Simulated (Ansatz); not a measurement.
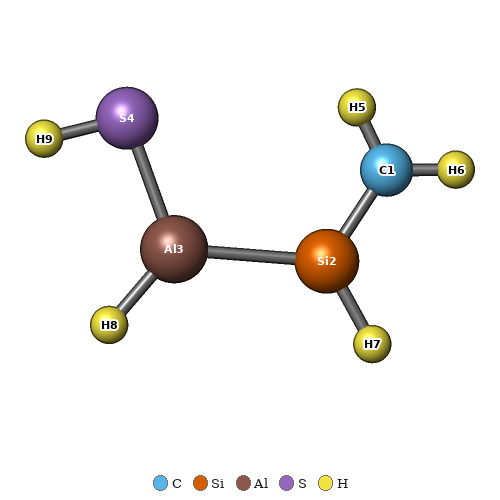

The system is CH₅AlSSi, SMILES C=[SiH][AlH][SH]; the picture shows the reference structure. 
- The first coordinate is: dihedral C1–Si2–Al3–S4; the second: dihedral Si2–Al3–S4–H9.
- Nothing is relaxed (all other coordinates rigid).
- The grid has 10 × 10 points; 93 points were computed and 7 follow by symmetry.
- Energies are in kcal/mol, from the lowest grid point.
- Computed with RKS BHLYP-D4/def2-SVP (Ansatz).

Its coordinates:

| atom | x (Å) | y (Å) | z (Å) |
| --- | --- | --- | --- |
| C | -0.4557 | 1.2330 | -1.5901 |
| Si | 0.8935 | 0.5555 | -0.7782 |
| Al | 0.5153 | -0.8742 | 1.1185 |
| S | -1.5909 | -1.1648 | 1.6077 |
| H | -1.4722 | 1.0284 | -1.2642 |
| H | -0.3773 | 1.8884 | -2.4536 |
| H | 2.2449 | 0.8843 | -1.2856 |
| H | 1.6174 | -1.5786 | 1.9873 |
| H | -1.3750 | -1.9719 | 2.6582 |

Range: dihedral C1–Si2–Al3–S4 from −180 to 144°; dihedral Si2–Al3–S4–H9 from −180 to 144°.

What landscape does the calculation give?

Answer. The lowest grid point is at dihedral C1–Si2–Al3–S4 = 0°, dihedral Si2–Al3–S4–H9 = −180°. Other grid points that lie below all their neighbours: dihedral C1–Si2–Al3–S4 = −180°, dihedral Si2–Al3–S4–H9 = −180° (0.023 kcal/mol higher); dihedral C1–Si2–Al3–S4 = 0°, dihedral Si2–Al3–S4–H9 = 0° (0.032 kcal/mol higher); dihedral C1–Si2–Al3–S4 = −180°, dihedral Si2–Al3–S4–H9 = 0° (0.38 kcal/mol higher). The highest grid point, dihedral C1–Si2–Al3–S4 = −72°, dihedral Si2–Al3–S4–H9 = −108°, lies 10.0 kcal/mol above the lowest.

```
dihedral Si2–Al3–S4–H9 ↓, dihedral C1–Si2–Al3–S4 →  −180  −144  −108   −72  −36    0   36    72  108  144
                                               144   2.4   3.4   4.9   4.6  2.6  2.1  3.7   5.2  4.9  3.2
                                               108   6.5   7.6   9.5   9.5  7.1  5.7  7.8  10.0  9.7  7.6
                                                72   6.7   7.7   9.5   9.7  7.7  5.9  7.2   9.7  9.8  7.9
                                                36   2.7   3.6   5.1   4.9  3.5  2.1  2.7   5.0  5.3  3.7
                                                 0   0.4   1.3   2.7   2.3  0.5  0.0  0.5   2.3  2.7  1.3
                                               −36   2.7   3.7   5.3   5.0  2.7  2.1  3.5   4.9  5.1  3.6
                                               −72   6.7   7.9   9.8   9.7  7.2  5.9  7.7   9.7  9.5  7.7
                                              −108   6.5   7.6   9.7  10.0  7.8  5.7  7.1   9.5  9.5  7.6
                                              −144   2.4   3.2   4.9   5.2  3.7  2.1  2.6   4.6  4.9  3.4
                                              −180   0.0   0.9   2.3   2.2  0.7  0.0  0.7   2.2  2.3  0.9
```

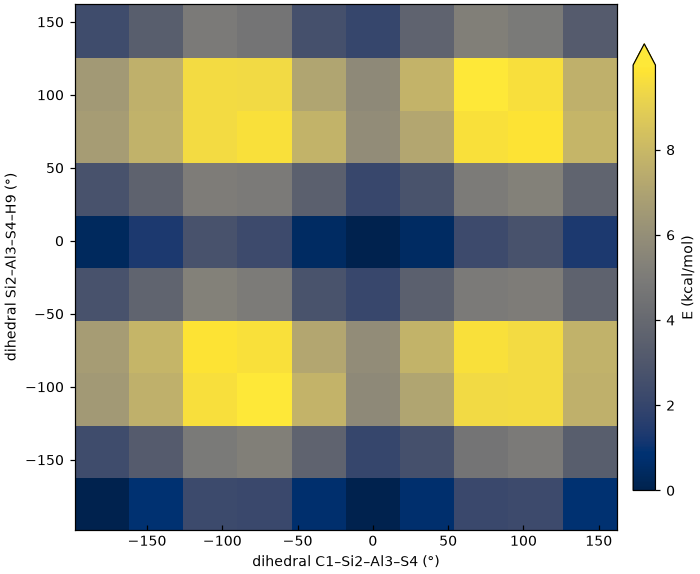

In the figure: one coloured cell a grid point, one colour for all values above the top of the scale.

Each point was launched as `ansatz run input.yaml --threads 1 --pin off --max-ram 2560MiB --backend cpu --events-out ev --progress --plain --runs-dir out`. Time for the 93 points that were run: 9.6 min on 1 thread of Arm Neoverse V2, on a shared host.
